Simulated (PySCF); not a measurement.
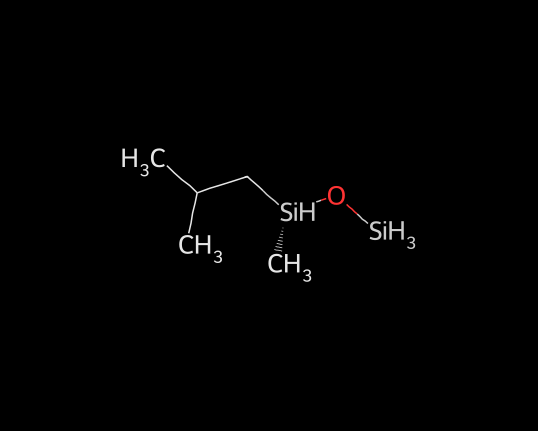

2D structure.

Transcribe the drawing into SMILES.

CC(C)C[Si@@H](C)O[SiH3]

Give the formula, hydrogens included.

C5H16OSi2.

An optimisation with GFN2-xTB gave a structure of which point group?

C1.

More results for the same structure follow; atom numbers are the same in all pictures, views and colours differ. Computed geometry: GFN2-xTB optimisation. No frequency run is at hand to confirm it as a minimum.

### Shape

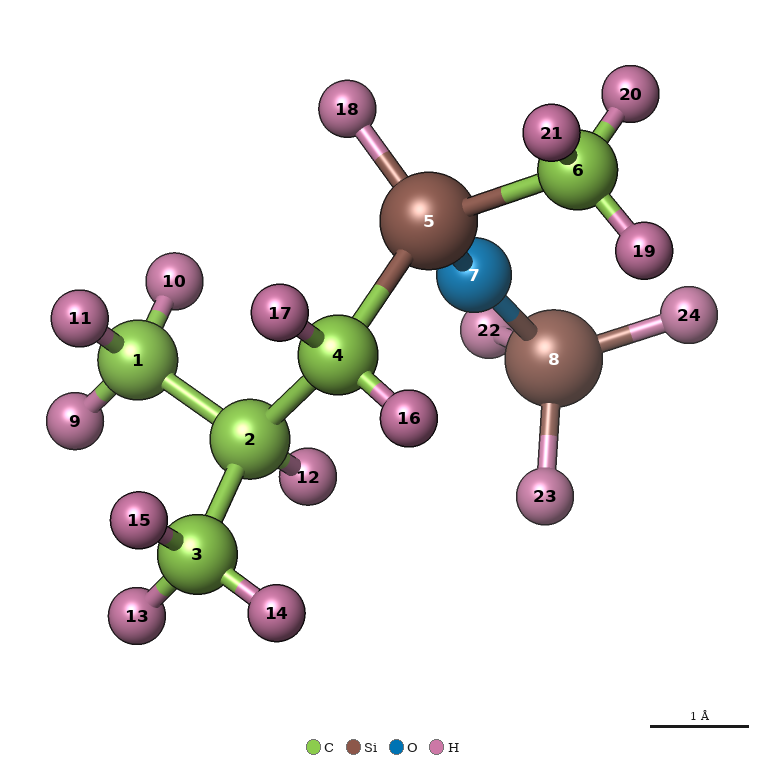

Atoms carry their numbers in the input. No frequency run is at hand to confirm it as a minimum.

Which atoms are bonded, and how long are the bonds? Leave out bonds to hydrogen.

```tsv
bond	length (Å)	order
C1–C2	1.525	single
C2–C3	1.529	single
C2–C4	1.531	single
C4–Si5	1.906	single
Si5–C6	1.898	single
Si5–O7	1.629	single
O7–Si8	1.618	single
```

### Electronic properties

No frequency run is at hand to confirm it as a minimum. Properties computed with PBE0/pcSseg-1, gas phase (PySCF 2.14.0).

Give the HOMO energy (Kohn–Sham orbital) at this level.

−7.84 eV.

Give the dipole moment at this level.

0.83 D.

Give the LUMO energy (Kohn–Sham orbital) at this level.

0.36 eV.

### NMR shielding

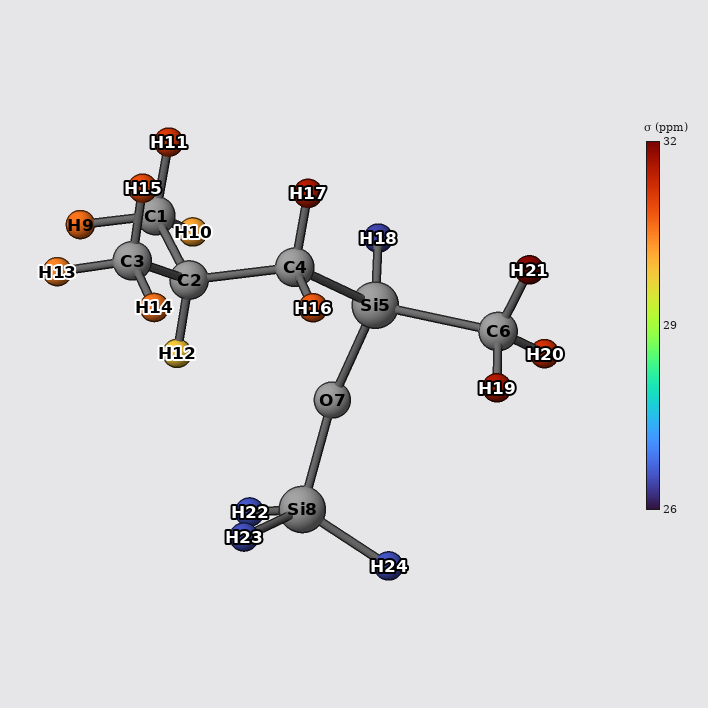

Atoms are coloured by their isotropic NMR shieldings (H only, the others grey). No frequency run is at hand to confirm it as a minimum. Method: GIAO PBE0/pcSseg-1 NMR shielding, non-relativistic, gas phase (PySCF 2.14.0).

Give the isotropic NMR shieldings of the H atoms atom by atom.

```tsv
atom	σ (ppm)
H9	30.59
H10	30.18
H11	31.16
H12	29.85
H13	30.46
H14	30.58
H15	30.92
H16	30.78
H17	31.52
H18	26.44
H19	31.54
H20	31.24
H21	31.87
H22	26.57
H23	26.53
H24	26.55
```

### Charges

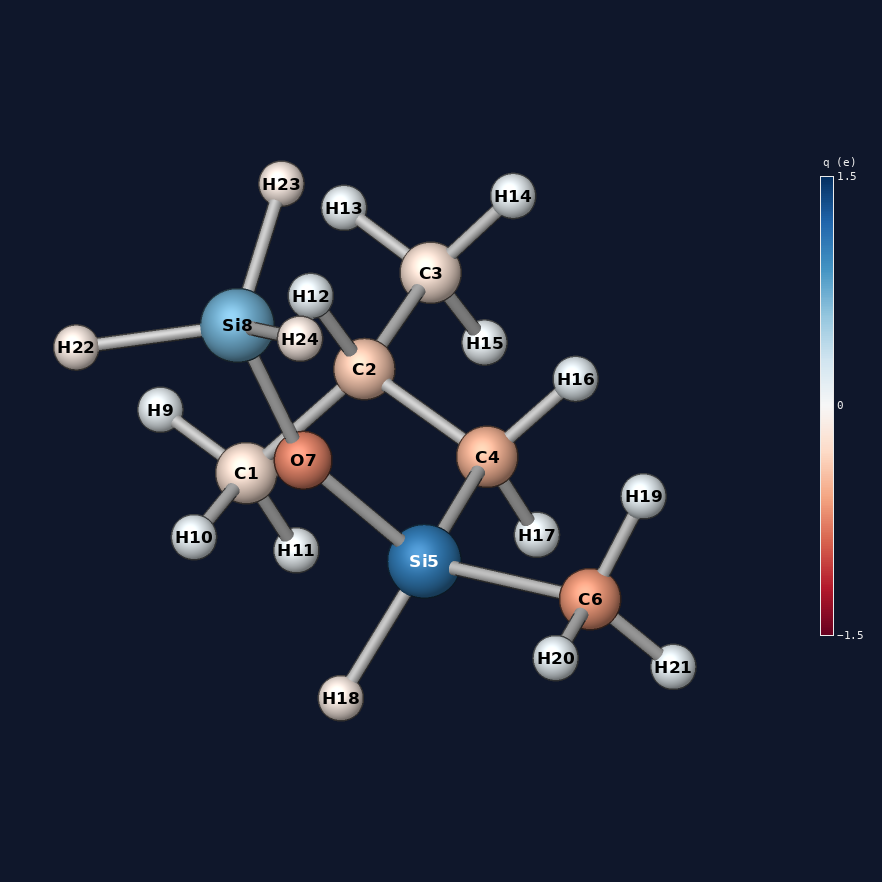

Atoms are coloured by their Mulliken charges. No frequency run is at hand to confirm it as a minimum. Properties computed with PBE0/pcSseg-1, gas phase (PySCF 2.14.0).

Which atom carries the highest charge (most positive or least negative)?

Si5 (1.05 e).

And the lowest?

O7 (−0.74 e).

List the Mulliken charges.

```tsv
atom	value (e)
C1	−0.22
C2	−0.39
C3	−0.20
C4	−0.51
Si5	1.05
C6	−0.65
O7	−0.74
Si8	0.72
H9	0.11
H10	0.13
H11	0.10
H12	0.13
H13	0.11
H14	0.11
H15	0.10
H16	0.13
H17	0.13
H18	−0.12
H19	0.13
H20	0.14
H21	0.13
H22	−0.12
H23	−0.13
H24	−0.12
```

Mulliken values depend strongly on the basis set and can even reverse the polarity of a bond. The geometry is semi-empirical. Around Si such bond lengths and angles can be off by a tenth of an ångström or more and by several degrees, and values that hang on the shape move with them.
